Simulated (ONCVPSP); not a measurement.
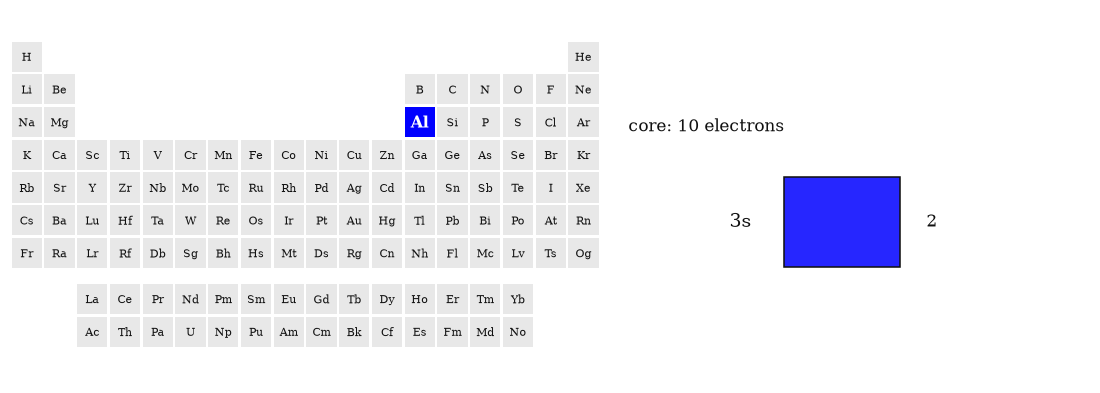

**Figure 1.** Left, the place of aluminium in the periodic table; right, the valence shells of the reference configuration: a box for each of the 2l + 1 orbitals, shaded by the share of the shell that is filled, with the electron count at the right. The shells are those of the unaltered input.

## Pseudopotential generation for Al

- system: aluminium (Al, Z = 13), core [Ne], reference valence 3s2 (an ion of charge +1), valence charge 3. (This line and the method describe the unaltered input from which the odd one was made.)
- method: ONCV potential, PBE, scalar-relativistic, made with ONCVPSP 4.0.1

### Log (extracts)
```
ONCVPSP  (Optimized Norm-Conservinng Vanderbilt PSeudopotential)
scalar-relativistic version 4.0.1

#   n    l    f        energy (Ha)
    1    0    2.00    -5.5845487E+01
    2    0    2.00    -4.2813901E+00
    2    1    6.00    -2.8661498E+00
    3    0    2.00    -5.4427607E-01

Reference configufation results
  iterations    25
  all-electron total energy (Ha)   -2.42472946D+02

Begin loop to  construct optimized pseudo wave functions
and semi-local pseudopoentials for all angular momenta

   Wellstate for l =  0  n =  6
     eigenvalue =   2.9557
     asymptotic potential =   3.4557
     half-point radius =  4.1518

Calculating optimized projector #   1

 for l=   0

    Fraction of norm inside rc  0.448200
    Optimizing pswf for qcut=   2.89 a_B^-1,  ecut=   4.18 Ha
    Residual kinetic energy error=  2.47D-03 Ha

    Energy error per electron        Cutoff
         Ha          eV             Ha
         0.01000     0.27211        2.90
         0.00100     0.02721        7.42
         0.00010     0.00272       32.66
         0.00001     0.00027       39.09

Calculating optimized projector #   2

 for l=   0

    Fraction of norm inside rc  0.111456
    Optimizing pswf for qcut=   2.89 a_B^-1,  ecut=   4.18 Ha
    Residual kinetic energy error=  1.48D-01 Ha

    Energy error per electron        Cutoff
         Ha          eV             Ha
         0.01000     0.27211       12.63
         0.00100     0.02721       43.96
         0.00010     0.00272       51.62
         0.00001     0.00027       63.64

WARNING wellstate: moderately localized bound state found for n= 3 l=  1
WARNING scattering state with energy  0.05000000
WARNING will be used for the first projector

   Wellstate for l =  1  n =  4
     eigenvalue =   0.0500
     asymptotic potential =   0.5500
     half-point radius =  7.9724

   Wellstate for l =  1  n =  4
     eigenvalue =   0.6500
     asymptotic potential =   1.1500
     half-point radius =  3.8065

Calculating optimized projector #   1

 for l=   1

    Fraction of norm inside rc  0.102777
    Optimizing pswf for qcut=   5.11 a_B^-1,  ecut=  13.03 Ha
    Residual kinetic energy error=  2.49D-06 Ha

    Energy error per electron        Cutoff
         Ha          eV             Ha
         0.01000     0.27211        1.63
         0.00100     0.02721        2.74
         0.00010     0.00272        6.58
         0.00001     0.00027        8.92

Calculating optimized projector #   2

 for l=   1

    Fraction of norm inside rc  0.207925
    Optimizing pswf for qcut=   5.11 a_B^-1,  ecut=  13.03 Ha
    Residual kinetic energy error=  4.50D-04 Ha

    Energy error per electron        Cutoff
         Ha          eV             Ha
         0.01000     0.27211        2.75
         0.00100     0.02721        6.15
         0.00010     0.00272       44.41
         0.00001     0.00027       73.85

Construct Vanderbilt / Kleinmman-Bylander projectors

B matrix Hermiticity error, ll=   0
   1   2    8.8306E-05

  Orthonormal projector coefficients  2.1379E+01  1.5047E+00

B matrix Hermiticity error, ll=   1
   1   2   -1.4345E-05

  Orthonormal projector coefficients  6.2019E+00  1.5530E+00

Model core correction analysis
  based on d2Exc/dn_idn_j

d2excae - all-electron derivatives

   -4.806702D-02

d2excps - pseudofunction derivatives with no core correction

   -5.236422D-02

rms 2nd derivative error    4.297201E-03

amplitude prefactor, scale prefactor
   20.4818    1.0719

d2excps - pseudofunction derivatives with core correction

   -5.008209D-02

rms 2nd derivative error    2.015069E-03

Pseudoatom total energy   -1.748412

Diagnostic tests using Vanderbilt-Kleinman-Bylander pseudopotentials
  1 or more projectors used as specified by nproj input data

   l    rcore       rmatch      e in        delta e   norm test  slope test

   0   2.1584173   2.2239515  -0.5442761  -0.0000013   1.0000103   1.0000250
   0   2.1584173   2.2239515   2.9557239   0.0000558   1.0001510   1.0001510

   1   1.9036093   1.9614070   0.0500000   0.0000037   1.0000610   1.0000610
   1   1.9036093   1.9614070   0.6500000   0.0000048   1.0001055   1.0001055

 Testing for bound ghosts
   n   l    E NL Schr. Eq   E Basis Diag.   E Cutoff

       0                      -24.180603     56.01  WARNING - GHOST(-)
   1   0       -0.544277       -0.542716     56.01

   2   1       -0.332825       -0.314447     83.14

 Testing for highly-localized positive-energy ghosts
       l    <radius>/rc     E Basis Diag.   E Cutoff

       0        0.851952        4.257467     56.01  WARNING - GHOST(+)

       1        0.325206        1.708709     83.14  WARNING - GHOST(+)

Test configuration 0

   n   l     f        eae           eps        diff
   1   0  2.0000  -55.84548693
   2   0  2.0000   -4.28139008
   2   1  6.0000   -2.86614977
   3   0  2.0000   -0.54427607   -0.54427735   -1.29D-06

    Total energies and differences
      AE_ref= -2.42472946D+02  AE_tst= -2.42472946D+02  dif=  0.00D+00
      PS_ref= -1.74841160D+00  PS_tst= -1.74841160D+00  dif= -2.22D-15
      PSP excitation error=  2.22D-15

Test configuration 1

   n   l     f        eae           eps        diff
   1   0  2.0000  -55.53353116
   2   0  2.0000   -3.97499583
   2   1  6.0000   -2.55933530
   3   0  2.0000   -0.28491419   -0.28511556   -2.01D-04
   3   1  1.0000   -0.09966782   -0.09977587   -1.08D-04

    Total energies and differences
      AE_ref= -2.42472946D+02  AE_tst= -2.42684666D+02  dif= -2.12D-01
      PS_ref= -1.74841160D+00  PS_tst= -1.96029833D+00  dif= -2.12D-01
      PSP excitation error=  1.66D-04

Test configuration 2

   n   l     f        eae           eps        diff
   1   0  2.0000  -56.31071886
   2   0  2.0000   -4.73212529
   2   1  6.0000   -3.31704612
   3   0  1.0000   -0.87271849   -0.87141396    1.30D-03

    Total energies and differences
      AE_ref= -2.42472946D+02  AE_tst= -2.41766424D+02  dif=  7.07D-01
      PS_ref= -1.74841160D+00  PS_tst= -1.04236200D+00  dif=  7.06D-01
      PSP excitation error=  4.72D-04

Test configuration 3

   n   l     f        eae           eps        diff
   1   0  2.0000  -55.67649395
   2   0  2.0000   -4.11605573
   2   1  6.0000   -2.70055887
   3   0  2.0000   -0.40769662   -0.40788507   -1.88D-04
   3   1  0.5000   -0.20951108   -0.20969244   -1.81D-04

    Total energies and differences
      AE_ref= -2.42472946D+02  AE_tst= -2.42608023D+02  dif= -1.35D-01
      PS_ref= -1.74841160D+00  PS_tst= -1.88357620D+00  dif= -1.35D-01
      PSP excitation error=  8.75D-05

Test configuration 4

   n   l     f        eae           eps        diff
   1   0  2.0000  -55.60231378
   2   0  2.0000   -4.04183156
   2   1  6.0000   -2.62575839
   3   0  1.0000   -0.31508232   -0.31554262   -4.60D-04
   3   1  2.0000   -0.12285761   -0.12287161   -1.40D-05

    Total energies and differences
      AE_ref= -2.42472946D+02  AE_tst= -2.42495805D+02  dif= -2.29D-02
      PS_ref= -1.74841160D+00  PS_tst= -1.77116978D+00  dif= -2.28D-02
      PSP excitation error= -1.01D-04
```

### Input
```
# ATOM AND REFERENCE CONFIGURATION
# atsym  z   nc   nv     iexc    psfile
  Al 13.00    3    1        4      upf
#
#   n    l    f
    1    0    2.00
    2    0    2.00
    2    1    6.00
    3    0    2.00
#
# PSEUDOPOTENTIAL AND OPTIMIZATION
# lmax
    1
#
#   l,   rc,      ep,       ncon, nbas, qcut
    0    2.15    0.00    4    8    2.90
    1    1.90    0.33    4    8    5.10
#
# LOCAL POTENTIAL
# lloc, lpopt,  rc(5),   dvloc0
    4    5    0.10    4.00
#
# VANDERBILT-KLEINMAN-BYLANDER PROJECTORs
# l, nproj, debl
    0    2    3.50
    1    2    0.60
#
# MODEL CORE CHARGE
# icmod, fcfact, rcfact
    2    0.55    1.15
#
# LOG DERIVATIVE ANALYSIS
# epsh1, epsh2, depsh
   -2.00    5.00    0.02
#
# OUTPUT GRID
# rlmax, drl
    6.00    0.01
#
# TEST CONFIGURATIONS
# ncnf
    4
# nvcnf
#   n    l    f
    2
    3    0    2.00
    3    1    1.00
#
    1
    3    0    1.00
#
    2
    3    0    2.00
    3    1    0.50
#
    2
    3    0    1.00
    3    1    2.00
#
```

Command:
```bash
oncvpsp.x < Al.dat > Al.out
```

### What the run reported

- outcome: generated, with a ghost state
- ghost flags of the generator: 1 GHOST(-), 2 GHOST(+)
- largest excitation error printed: 13 meV
- hardware: 1 CPU thread, shared host
- wall time: 3.8 s

### What is odd here

The input is odd on purpose: rc(5) set to 0.10 bohr. The program ran to the end. The all-electron atom is untouched: its total energy equals that from the unaltered input (−242.4729 Ha). The pseudo-atom's total energy is unchanged, but its ghost flags differ from those of the unaltered input. The potential has a bound ghost state, so it can't be used as it stands. Warnings of the program, in the generation or the tests: wellstate: moderately localized bound state found for n= 3 l= 1.
